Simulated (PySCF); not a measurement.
**C$_{4}$H$_{12}$GeO$_{2}$ (Ge(OMe)2Me2): density, localisation and related maps**

| atom | x (Å) | y (Å) | z (Å) |
| --- | --- | --- | --- |
| Ge | -0.4539 | -0.0080 | -0.2770 |
| O | -0.3296 | -0.0720 | 1.5024 |
| C | 0.3436 | -1.1273 | 2.1259 |
| H | -0.1670 | -2.1008 | 1.9839 |
| H | 0.3830 | -0.9318 | 3.2099 |
| H | 1.3832 | -1.2406 | 1.7646 |
| O | 1.2109 | 0.0770 | -0.9140 |
| C | 2.0389 | 1.1570 | -0.5909 |
| H | 1.6606 | 2.1183 | -0.9908 |
| H | 3.0339 | 0.9855 | -1.0331 |
| H | 2.1706 | 1.2793 | 0.5008 |
| C | -1.4300 | 1.6215 | -0.6356 |
| H | -1.3468 | 1.8889 | -1.6988 |
| H | -1.0268 | 2.4412 | -0.0247 |
| H | -2.4927 | 1.4912 | -0.3863 |
| C | -1.1596 | -1.6549 | -1.0032 |
| H | -1.3786 | -1.5299 | -2.0734 |
| H | -2.0840 | -1.9424 | -0.4824 |
| H | -0.4184 | -2.4587 | -0.8926 |

Geometry: PBE0-D3(BJ)/def2-SVP.

The calculation used PBE0/def2-SVPD, SCF density, gas phase in PySCF 2.14.0.

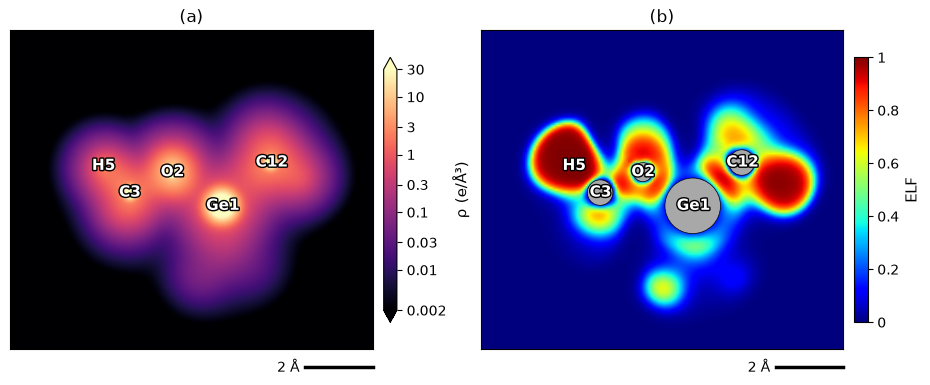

Figure 1. (a) total electron density; (b) electron localisation function on the plane of atoms O2, C3 and H5. Grey discs cover the atomic cores in the ELF map.

**Interpret the plot.**

Atoms in the plane: Ge, O, C and H.
C–O (1.40 Å): ρ is about 2.1 e/Å³ halfway, with its minimum of 1.8 e/Å³ about 0.5 Å from C; the ELF peaks at about 0.90 between the atoms; a polar covalent bond.
Ge–O (1.78 Å): ρ is about 0.94 e/Å³ halfway; the ELF peaks at about 0.85 in the valence shell of O, 0.5 Å from its nucleus, and is about 0.30 at the midpoint.
C–Ge (1.93 Å): the density is about 0.93 e/Å³ at the midpoint; the ELF peaks at about 0.95 in the valence shell of C, 0.7 Å from its nucleus, and is about 0.70 at the midpoint.
C–H (1.10 Å): the density is about 2 e/Å³ at the midpoint; the ELF climbs to about 1 towards the hydrogen, as it does in any bond to H; an ordinary covalent bond to hydrogen.
The ELF also peaks beside O2, away from the bonds: lone-pair regions.

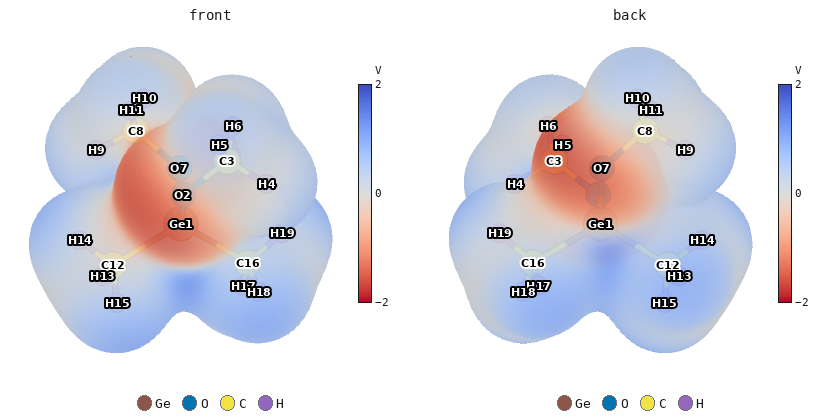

Figure 2. The electrostatic potential painted on the density surface at 0.002 e/bohr³, seen from the front and from behind; red is negative and blue positive.

**Where is the surface potential most negative and most positive?**

The most negative region (about −1.5 V, or −35 kcal/mol for a unit charge) lies over O2 and O7, the most positive (about +1.0 V, or +23 kcal/mol for a unit charge) over Ge1.

**What dipole moment does the calculation give?**

Its dipole moment is 0.95 D.
